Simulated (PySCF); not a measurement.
Cl4MoO, SMILES `O=[Mo](Cl)(Cl)(Cl)Cl`.

Level of theory: BLYP/def2-TZVP (PySCF), at a geometry from GFN2-xTB. Core potentials replace the inner electrons of Mo; spin–orbit coupling isn't included. This is a single-reference result, which may miss multireference character in this system. No frequency check shows the geometry to be a minimum. GFN2-xTB bond lengths at metals and heavier atoms can be off by up to 0.1 Å and shapes distorted, which carries into these values.

Cartesian coordinates (Å):

```
O1      -0.0036   -0.0000    1.8847
Mo2     -0.0005   -0.0000    0.2553
Cl3      1.2828   -1.8334    0.1486
Cl4      0.9462    2.0278    0.1481
Cl5     -2.2294   -0.1943    0.1438
Cl6      0.0034   -0.0001   -1.9582
```

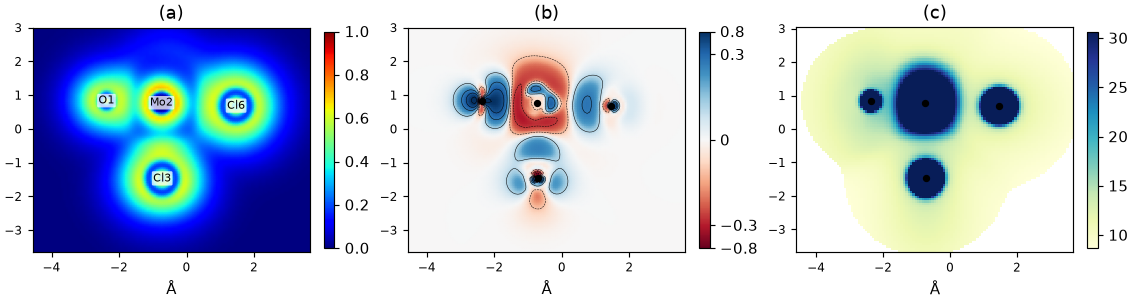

Three fields in the plane of O1, Mo2, Cl3 and Cl6. (b): blue positive, red negative.

Q: The panels show, in some order, the localised orbital locator (LOL), average local ionisation energy and deformation density. Which is which?

A: (a) is the localised orbital locator (LOL): it runs from 0 to 1, peaks where electrons are localised, as in bonds, and fades smoothly outside. (b) is the deformation density: it has both signs, with gains where valence electrons gather and losses around them. (c) is the average local ionisation energy: it is high near the heavier nuclei and lowest where loosely bound electrons reach out.
